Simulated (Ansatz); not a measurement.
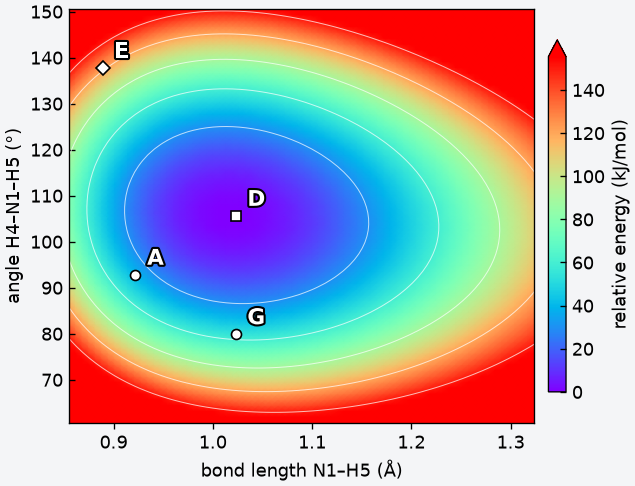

BClH₄N, SMILES [NH3+]BCl, charge +1. Coordinates scanned: (1) bond length N1–H5; (2) angle H4–N1–H5. Nothing is relaxed (all other coordinates rigid). The grid has 15 × 15 points. Points are written as (first, second). Energies: kJ/mol, counted from the lowest grid point. Method: Ansatz 0.2.0, RKS BHLYP-D4/def2-TZVP.

The picture shows a smooth colour map with a few white contour lines, one colour for all values above the top of the scale, lettered points. Between grid points the surface is interpolated.

Is G the lowest point of the computed grid?

No. G lies 55 kJ/mol above the lowest grid point, which is at (1.023 Å, 105.6°).

What kind of point is each of A, D, E, G: minimum, saddle, maximum or slope?

A: on a slope; D: minimum; E: on a slope; G: on a slope. (In these two coordinates alone; a stationary point may lie a little off the grid point.)

Rank the lettered points by energy, lowest first.

D (0 kJ/mol), A (40 kJ/mol), G (55 kJ/mol), E (123 kJ/mol).
